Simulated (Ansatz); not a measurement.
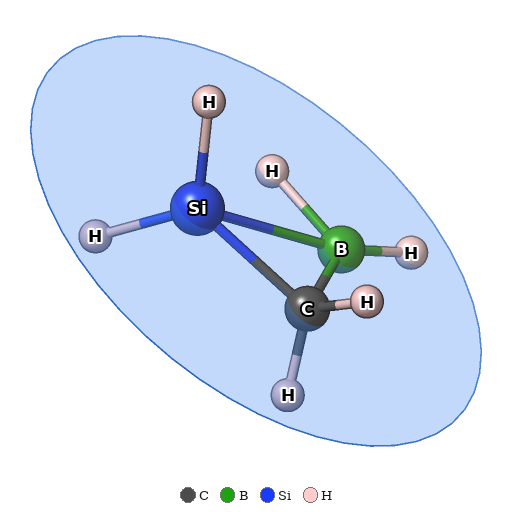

All proper rotation axes (lines) and mirror planes (discs) of the structure are drawn in. Atoms fade into the background with distance from the viewer. State: charge +1, singlet. The geometry was computed by an optimisation with PBE0-D4/def2-TZVP. No frequency run is at hand to confirm it as a minimum.

Question: Name the symmetry elements and the point group.

Answer: It has 1 mirror plane. Point group Cs. The group has 2 operations. The geometry is achiral, and symmetry allows a dipole moment.
